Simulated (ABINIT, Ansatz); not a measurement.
# How the form of the self-energy moves the gap of TiO2 (Anatase)

Aim: compare treatments of exchange, screening and correlation for the gap of TiO2 (Anatase).

Main program and level: ABINIT 10.8.3; PBE and many-body steps on it, plane waves.

**Experimental background.**

- Gap 3.2 eV: optical gap from absorption spectra; UV-visible absorption with integrating sphere; powder (commercial anatase pigment powder, mean diameter about 270 nm, uncoated and alumina-coated) (“Suppressing the Photocatalytic Activity of TiO2 Nanoparticles by Extremely Thin Al2O3 Films Grown by Gas-Phase Deposition at Ambient Conditions”, 2018, pmc:5853694).

- Gap 3.28 eV: optical band gap from diffuse reflectance, bare TiO2; UV-Vis diffuse reflectance spectroscopy; powder (undecorated commercial pigmentary anatase powder (Kronos 1077), primary particles about 130 nm) (“Nano-MnO2 Decoration of TiO2 Microparticles to Promote Gaseous Ethanol Visible Photoremoval”, 2018, pmc:6164255).

- Gap 3.18 ± 0.03 eV: direct optical gap from Kubelka-Munk plot; UV-Vis diffuse reflectance; 300 K; powder (“Effect of Ethylene Glycol: Citric Acid Molar Ratio and pH on the Morphology, Vibrational, Optical and Electronic Properties of TiO2 and CuO Powders Synthesized by Pechini Method”, 2022, pmc:9369947).

- Gap 3.17 eV: gap from valence band edge and flat band potential; valence-band XPS and Mott-Schottky plots; film (“Enhancement of Titania Photoanode Performance by Sandwiching Copper between Two Titania Layers”, 2020, pmc:7579609).

- Gap 3.98 eV: direct quasiparticle gap around Gamma; experiment quoted from earlier work; bulk crystal (anatase, value from earlier experiment) (quoted in “Giant exciton Mott density in anatase TiO2”, 2020, arxiv:2007.10051).

This is a selection; 13 further reports are not listed.

## Step 1: The starting structure

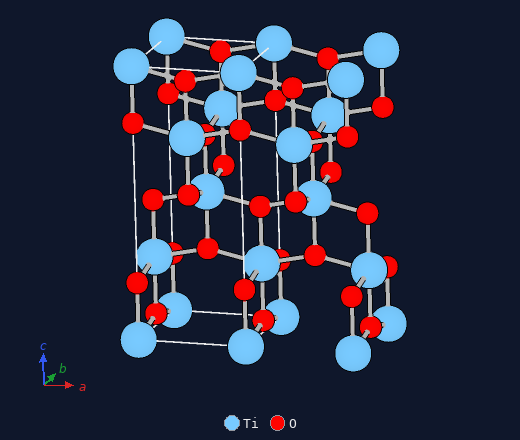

The starting structure, seen slightly off an axis (titanium blue, oxygen red). 2×1×1 cells are drawn. This picture shows the conventional cell, with its axes. Some periodic images of atoms are drawn too.

The cell and positions come from the Crystallography Open Database and are kept as given unless a step says otherwise.

## Step 2: Empty states on the mesh, 4×4×4 mesh, 249 bands

This step: ABINIT 10.8.3; DFT, PBE, plane waves, norm-conserving pseudopotentials.

The sums over transitions need many empty states on a uniform mesh; this step solves for them.

run.abi

```
acell 3*1.0 Angstrom
rprim 
  -1.892100000000 1.892100000000 4.757300000000
  1.892100000000 -1.892100000000 4.757300000000
  1.892100000000 1.892100000000 -4.757300000000
ntypat 2
znucl 22 8
natom 6
typat 1 1 2 2 2 2
xred 
  0.000000000000 0.000000000000 0.000000000000
  0.750000000000 0.250000000000 0.500000000000
  0.208100000000 0.208100000000 0.000000000000
  0.958100000000 0.458100000000 0.500000000000
  0.541900000000 0.041900000000 0.500000000000
  0.791900000000 0.791900000000 0.000000000000
pp_dirpath "pseudos"
pseudos "Ti.upf, O.upf"
ecut 38
ngkpt 4 4 4
nshiftk 1
shiftk 0 0 0
kptopt 1
chksymbreak 0
iscf -2
irdden 1
istwfk *1
nband 249
nbdbuf 22
tolwfr 1e-09
nstep 60
prtvol 0
indata_prefix "in"
outdata_prefix "out"
tmpdata_prefix "tmp"
```

Started as:

```sh
$ OMP_NUM_THREADS=1 mpirun -n 4 abinit run.abi > log
```

Numbers of over 12 decimals in the logs are rounded to 6 here.

Output:

```text
.Version 10.8.3 of ABINIT. v10.8.2 released Aug 2026.

 Symmetries : space group I4_1/a m d (#141); Bravais tI (body-center tetrag.)
[... echo of the input left out ...]
== DATASET  1 ==================================================================
-   mpi_nproc: 4, omp_nthreads: 1 (-1 if OMP is not activated)

--- !DatasetInfo
iteration_state: {dtset: 1, }
dimensions: {natom: 6, nkpt: 13, mband: 249, nsppol: 1, nspinor: 1, nspden: 1, mpw: 5174, }
cutoff_energies: {ecut:  38.0, pawecutdg:  -1.0, }
[...]
4.31828    4.35266    4.36272    4.36272    4.39716    4.40305    4.40812    4.40812
   4.43939    4.43939    4.44039    4.51875    4.54168    4.54539    4.56230    4.56389
   4.57333
 prteigrs : prtvol=0 or 1, do not print more k-points.

== END DATASET(S) ==============================================================
================================================================================

 -outvars: echo values of variables after computation  --------
            nband         249
             nkpt          13
          spgroup         141
 [... the other variables as echoed above ...]

 Calculation completed.
```

Elapsed: 5.2 min, on 4 MPI ranks of Arm Neoverse V1, shared host; peak memory 0.63 GiB; 21 min of CPU time.

This step gave:

```
gap                                                           : 2.189 eV
k of the valence top                                          : 0.5, 0.5, 0
k of the conduction bottom                                    : 0, 0, 0
least direct gap                                              : 2.492 eV
k points computed                                             : 13
lowest point of the top converged band, above the valence top : 109.4788 eV
```

On this mesh the gap is 2.189 eV.

The density comes from a self-consistent run that is not shown.

## Step 3: Screening, 4×4×4 mesh, 106 bands, screening to 141.5 eV

The RPA dielectric matrix is built and inverted for each q.

This step: RPA screening on PBE, plane waves, norm-conserving pseudopotentials.

run.abi, as its differences from that of step 2:

```diff
@@ -24,10 +24,11 @@
 chksymbreak 0
-iscf -2
-irdden 1
 istwfk *1
-nband 249
-nbdbuf 22
-tolwfr 1e-09
-nstep 60
-prtvol 0
+occopt 1
+irdwfk 1
+optdriver 3
+nband 106
+ecuteps 5.2
+inclvkb 2
+awtr 1
+symchi 1
 indata_prefix "in"
```

Output:

```text
.Version 10.8.3 of ABINIT. v10.8.2 released Aug 2026.

 Symmetries : space group I4_1/a m d (#141); Bravais tI (body-center tetrag.)
[... echo of the input left out ...]
== DATASET  1 ==================================================================
-   mpi_nproc: 4, omp_nthreads: 1 (-1 if OMP is not activated)

--- !DatasetInfo
iteration_state: {dtset: 1, }
dimensions: {natom: 6, nkpt: 13, mband: 106, nsppol: 1, nspinor: 1, nspden: 1, mpw: 5174, }
cutoff_energies: {ecut:  38.0, pawecutdg:  -1.0, }
electrons: {nelect:   4.80000000E+01, charge:   0.00000000E+00, occopt:   1.00000000E+00, tsmear:   1.00000000E-02, }

 SCREENING: Calculation of the susceptibility and dielectric matrices

 Based on a program developped by R.W. Godby, V. Olevano, G. Onida, and L. Reining.
 Incorporated in ABINIT by V. Olevano, G.-M. Rignanese, and M. Torrent.
.Using double precision arithmetic ; gwpc =  8

[... cell and pseudopotentials left out ...]
--------------------------------------------------------------------------------

 ==== K-mesh for the wavefunctions ====
 Number of points in the irreducible wedge :    13
[... list of points left out ...]
 Together with 16 symmetry operations and time-reversal symmetry
 yields    64 points in the full Brillouin Zone.

 ==== Q-mesh for the screening function ====
 Number of points in the irreducible wedge :    13
[... list of points left out ...]
 Together with 16 symmetry operations and time-reversal symmetry
 yields    64 points in the full Brillouin Zone.

 setmesh: FFT mesh size selected  =    72x   72x   72
          total number of points  =       373248

 vcoul_init : cutoff-mode = AUXILIARY_FUNCTION
 q-points for optical limit:   1
     1)      0.000010    0.000020    0.000030

- screening: taking advantage of time-reversal symmetry
- Maximum band index for partially occupied states nbvw = 24
- Remaining bands to be divided among processors   nbcw = 82
- Number of bands treated by each node ~20

 Number of electrons calculated from density =   48.0000; Expected =   48.0000
 average of density, n =  0.104409
 r_s =    1.3174
 omega_plasma =   31.1690 [eV]

 calculating chi0 at frequencies [eV] :
  1    0.000000E+00    0.000000E+00
  2    0.000000E+00    3.116905E+01

--------------------------------------------------------------------------------
  q-point number  1        q = ( 0.000000, 0.000000, 0.000000) [r.l.u.]
--------------------------------------------------------------------------------
[... chi0 elements left out ...]
 For q-point:  0.000010 0.000020 0.000030
  dielectric constant =   6.6653
  dielectric constant without local fields =   7.0367

  Average fulfillment of the sum rule on Im[epsilon] for q-point    1 :     52.04  [%]
[... wings left out ...]
  q-point number  2        q = ( 0.250000, 0.000000, 0.000000) [r.l.u.]
--------------------------------------------------------------------------------
[... chi0 elements left out ...]
  Average fulfillment of the sum rule on Im[epsilon] for q-point    2 :     63.26  [%]

 [... 11 further q-points ...]
```

Elapsed: 24 min, on 4 MPI ranks; peak memory 14 GiB; 1.6 h of CPU time.

This step gave:

* ε∞ with local fields, on this mesh, along the program's q direction: 6.665
* the same without local fields: 7.037
* plasma frequency: 31.17 eV
* plane waves in the screening matrix: 269

Local fields lower ε∞ by 5 %.

## Step 4: G0W0, Godby-Needs plasmon pole

The self-energy is evaluated for the states that the input lists, and the levels follow from it, in one-shot runs by the linearised quasiparticle equation.

This step: G0W0 on PBE, plane waves, norm-conserving pseudopotentials.

run.abi, as its differences from that of step 3:

```diff
@@ -27,8 +27,19 @@
 irdwfk 1
-optdriver 3
+optdriver 4
 nband 106
+gwcalctyp 0
+ecutsigx 38
+symsigma 1
+nkptgw 3
+kptgw 
+  0.5000000000 0.5000000000 0.0000000000
+  0.0000000000 0.0000000000 0.0000000000
+  -0.2500000000 -0.2500000000 0.2500000000
+bdgw 
+  23 26
+  23 26
+  23 26
 ecuteps 5.2
-inclvkb 2
-awtr 1
-symchi 1
+irdscr 1
+ppmodel 1
 indata_prefix "in"
```

Output:

```text
.Version 10.8.3 of ABINIT. v10.8.2 released Aug 2026.

 Symmetries : space group I4_1/a m d (#141); Bravais tI (body-center tetrag.)
[... echo of the input left out ...]
== DATASET  1 ==================================================================
-   mpi_nproc: 4, omp_nthreads: 1 (-1 if OMP is not activated)

--- !DatasetInfo
iteration_state: {dtset: 1, }
dimensions: {natom: 6, nkpt: 13, mband: 106, nsppol: 1, nspinor: 1, nspden: 1, mpw: 5174, }
cutoff_energies: {ecut:  38.0, pawecutdg:  -1.0, }
electrons: {nelect:   4.80000000E+01, charge:   0.00000000E+00, occopt:   1.00000000E+00, tsmear:   1.00000000E-02, }

 SIGMA: Calculation of the GW corrections

 Based on a program developped by R.W. Godby, V. Olevano, G. Onida, and L. Reining.
 Incorporated in ABINIT by V. Olevano, G.-M. Rignanese, and M. Torrent.
.Using double precision arithmetic ; gwpc =  8

[... cell and pseudopotentials left out ...]
--------------------------------------------------------------------------------

 ==== K-mesh for the wavefunctions ====
 Number of points in the irreducible wedge :    13
[... list of points left out ...]
 Together with 16 symmetry operations and time-reversal symmetry
 yields    64 points in the full Brillouin Zone.

 ==== Q-mesh for screening function ====
 Number of points in the irreducible wedge :    13
[... list of points left out ...]
 Together with 16 symmetry operations and time-reversal symmetry
 yields    64 points in the full Brillouin Zone.

 vcoul_init : cutoff-mode = AUXILIARY_FUNCTION
 q-points for optical limit:   1
     1)      0.000010    0.000020    0.000030
 setmesh: FFT mesh size selected  =    72x   72x   72
          total number of points  =       373248

 Number of electrons calculated from density =   48.0000; Expected =   48.0000
 average of density, n =  0.104409
 r_s =    1.3174
 omega_plasma =   31.1690 [eV]

 === KS Band Gaps ===
  >>>> For spin  1
   Minimum direct gap =   2.4917 [eV], located at k-point      :  -0.2500 -0.2500  0.2500
   Fundamental gap    =   2.1887 [eV], Top of valence bands at :   0.5000  0.5000  0.0000
                                       Bottom of conduction at :   0.0000  0.0000  0.0000
 SIGMA fundamental parameters:
 PLASMON POLE MODEL  1
 number of plane-waves for SigmaX                 5117
 number of plane-waves for SigmaC and W            269
 number of plane-waves for wavefunctions          5117
 number of bands                                   106
 number of independent spin polarizations            1
 number of spinorial components                      1
 number of k-points in IBZ                          13
 number of q-points in IBZ                          13
 number of symmetry operations                      16
 number of k-points in BZ                           64
 number of q-points in BZ                           64
 number of frequencies for dSigma/dE                 9
 frequency step for dSigma/dE [eV]                0.25
 number of omega for Sigma on real axis              0
 max omega for Sigma on real axis  [eV]           0.00
 zcut for avoiding poles [eV]                     0.10

 EPSILON^-1 parameters (SCR file):
 dimension of the eps^-1 matrix on file            269
 dimension of the eps^-1 matrix used               269
 number of plane-waves for wavefunctions          5117
 number of bands                                   106
 number of q-points in IBZ                          13
 number of frequencies                               2
 number of real frequencies                          1
 number of imag frequencies                          1

 matrix elements of self-energy operator (all in [eV])

 Perturbative Calculation

--- !SelfEnergy_ee
iteration_state: {dtset: 1, }
kpoint     : [   0.500,    0.500,    0.000, ]
spin       : 1
KS_gap     :    3.429
QP_gap     :    5.195
Delta_QP_KS:    1.766
data: !SigmaeeData |
     Band     E0 <VxcDFT>   SigX SigC(E0)      Z dSigC/dE  Sig(E)    E-E0       E
       23   4.093 -20.082 -24.797   5.014   0.763  -0.311 -19.854   0.228   4.321
       24   4.093 -20.082 -24.797   5.014   0.763  -0.311 -19.854   0.228   4.321
       25   7.522 -21.007 -12.455  -5.961   0.770  -0.299 -19.013   1.994   9.516
       26   7.522 -21.007 -12.455  -5.961   0.770  -0.299 -19.013   1.994   9.516

--- !SelfEnergy_ee
iteration_state: {dtset: 1, }
kpoint     : [   0.000,    0.000,    0.000, ]
spin       : 1
KS_gap     :    2.617
QP_gap     :    4.220
Delta_QP_KS:    1.603
data: !SigmaeeData |
     Band     E0 <VxcDFT>   SigX SigC(E0)      Z dSigC/dE  Sig(E)    E-E0       E
       23   3.664 -19.550 -24.420   5.067   0.760  -0.315 -19.400   0.150   3.814
       24   3.664 -19.550 -24.420   5.067   0.760  -0.315 -19.400   0.150   3.814
[...]
--- !SelfEnergy_ee
iteration_state: {dtset: 1, }
kpoint     : [  -0.250,   -0.250,    0.250, ]
spin       : 1
KS_gap     :    2.492
QP_gap     :    4.058
Delta_QP_KS:    1.566
data: !SigmaeeData |
     Band     E0 <VxcDFT>   SigX SigC(E0)      Z dSigC/dE  Sig(E)    E-E0       E
[...]
24   3.893 -20.281 -24.944   4.943   0.765  -0.307 -20.067   0.214   4.107
       25   6.385 -19.488 -11.831  -5.387   0.784  -0.275 -17.708   1.780   8.164
       26   6.912 -20.310 -12.031  -5.809   0.777  -0.288 -18.391   1.919   8.830

== END DATASET(S) ==============================================================
================================================================================

 -outvars: echo values of variables after computation  --------
           etotal      0.0000000000E+00
            nband         106
             nkpt          13
          spgroup         141
 [... the other variables as echoed above ...]

 Calculation completed.
```

It took 57 s on 4 MPI ranks; peak memory 9.2 GiB; 3.8 min of CPU time.

Numbers from this step:

```
G0W0 gap on the points computed              : 3.714 eV
starting gap on the mesh                     : 2.189 eV
k of the valence top                         : 0.5, 0.5, 0
k of the conduction bottom                   : 0, 0, 0
Z at the valence top                         : 0.763
Z at the conduction bottom                   : 0.786
least direct G0W0 gap on the computed points : 4.057 eV
```

The gap on the mesh goes from 2.19 eV to 3.71 eV, a correction of +1.53 eV.

## Step 5: G0W0, Hybertsen-Louie plasmon pole

run.abi, as its differences from that of step 4:

```diff
@@ -43,3 +43,3 @@
 irdscr 1
-ppmodel 1
+ppmodel 2
 indata_prefix "in"
@@ -47 +47,2 @@
 tmpdata_prefix "tmp"
+gwmem 00
```

Output:

```text
.Version 10.8.3 of ABINIT. v10.8.2 released Aug 2026.

 Symmetries : space group I4_1/a m d (#141); Bravais tI (body-center tetrag.)
[... echo of the input left out ...]
== DATASET  1 ==================================================================
-   mpi_nproc: 4, omp_nthreads: 1 (-1 if OMP is not activated)

--- !DatasetInfo
iteration_state: {dtset: 1, }
dimensions: {natom: 6, nkpt: 13, mband: 106, nsppol: 1, nspinor: 1, nspden: 1, mpw: 5174, }
cutoff_energies: {ecut:  38.0, pawecutdg:  -1.0, }
electrons: {nelect:   4.80000000E+01, charge:   0.00000000E+00, occopt:   1.00000000E+00, tsmear:   1.00000000E-02, }

 SIGMA: Calculation of the GW corrections

 Based on a program developped by R.W. Godby, V. Olevano, G. Onida, and L. Reining.
 Incorporated in ABINIT by V. Olevano, G.-M. Rignanese, and M. Torrent.
.Using double precision arithmetic ; gwpc =  8

[... cell and pseudopotentials left out ...]
--------------------------------------------------------------------------------

 ==== K-mesh for the wavefunctions ====
 Number of points in the irreducible wedge :    13
[... list of points left out ...]
 Together with 16 symmetry operations and time-reversal symmetry
 yields    64 points in the full Brillouin Zone.

 ==== Q-mesh for screening function ====
 Number of points in the irreducible wedge :    13
[... list of points left out ...]
 Together with 16 symmetry operations and time-reversal symmetry
 yields    64 points in the full Brillouin Zone.

 vcoul_init : cutoff-mode = AUXILIARY_FUNCTION
 q-points for optical limit:   1
     1)      0.000010    0.000020    0.000030
 setmesh: FFT mesh size selected  =    72x   72x   72
          total number of points  =       373248

 Number of electrons calculated from density =   48.0000; Expected =   48.0000
[...]
number of plane-waves for wavefunctions          5117
 number of bands                                   106
 number of q-points in IBZ                          13
 number of frequencies                               2
 number of real frequencies                          1
 number of imag frequencies                          1

 matrix elements of self-energy operator (all in [eV])

 Perturbative Calculation

--- !SelfEnergy_ee
iteration_state: {dtset: 1, }
kpoint     : [   0.500,    0.500,    0.000, ]
spin       : 1
KS_gap     :    3.429
QP_gap     :    6.011
Delta_QP_KS:    2.582
data: !SigmaeeData |
     Band     E0 <VxcDFT>   SigX SigC(E0)      Z dSigC/dE  Sig(E)    E-E0       E
       23   4.093 -20.082 -24.797   4.540   0.836  -0.196 -20.228  -0.146   3.947
       24   4.093 -20.082 -24.797   4.540   0.836  -0.196 -20.228  -0.146   3.947
       25   7.522 -21.007 -12.455  -5.686   0.850  -0.176 -18.571   2.436   9.958
[...]
--- !SelfEnergy_ee
iteration_state: {dtset: 1, }
kpoint     : [   0.000,    0.000,    0.000, ]
spin       : 1
KS_gap     :    2.617
QP_gap     :    4.931
Delta_QP_KS:    2.314
data: !SigmaeeData |
     Band     E0 <VxcDFT>   SigX SigC(E0)      Z dSigC/dE  Sig(E)    E-E0       E
[...]
--- !SelfEnergy_ee
iteration_state: {dtset: 1, }
kpoint     : [  -0.250,   -0.250,    0.250, ]
spin       : 1
KS_gap     :    2.492
QP_gap     :    4.723
Delta_QP_KS:    2.231
data: !SigmaeeData |
     Band     E0 <VxcDFT>   SigX SigC(E0)      Z dSigC/dE  Sig(E)    E-E0       E
[...]
25   6.385 -19.488 -11.831  -5.224   0.854  -0.170 -17.410   2.079   8.463
       26   6.912 -20.310 -12.031  -5.574   0.852  -0.174 -18.006   2.304   9.216

== END DATASET(S) ==============================================================
================================================================================

 -outvars: echo values of variables after computation  --------
           etotal      0.0000000000E+00
            nband         106
             nkpt          13
          spgroup         141
 [... the other variables as echoed above ...]

 Calculation completed.
```

Run time: 62 s. Hardware: 4 MPI ranks; peak memory 1.1 GiB.

This step gave:

```yaml
g0w0_gap_on_the_points_computed: 4.371 eV
starting_gap_on_the_mesh: 2.189 eV
k_of_the_valence_top: 0.5, 0.5, 0
k_of_the_conduction_bottom: 0, 0, 0
z_at_the_valence_top: 0.836
z_at_the_conduction_bottom: 0.855
least_direct_g0w0_gap_on_the_computed_points: 4.723 eV
```

Against G0W0 in ABINIT (4×4×4 mesh, 106 bands, screening to 141.5 eV, Godby-Needs plasmon pole), the gap moves by +0.657 eV.

(Continued in part 2 of 2.)

[Paths, hosts, dates, memory and timing lines, banners, echoed tables and standing remarks are left out of the program output.]

[Logs are printed without paths, hosts, clocks, repeated set-up lines and the standing remarks that a program may print on its own settings, such as how far it seeks lower states.]

[Runs of the session that timed out or met a known fault of the program may be left out.]

[Hosts, paths, dates, database ids (printed as entryN), source tags and the programs' standing remarks are cut or masked in the printed files.]

[G0W0 gaps are taken among the corrected bands and points alone; a level outside them can change the order at an edge.]

[Where Ansatz stands beside ABINIT at settings called matched, ABINIT's density can come from a denser mesh and the files from another edition; pairs whose starting gaps differed by over 0.03 eV were left out, so agreement reads better than it is.]
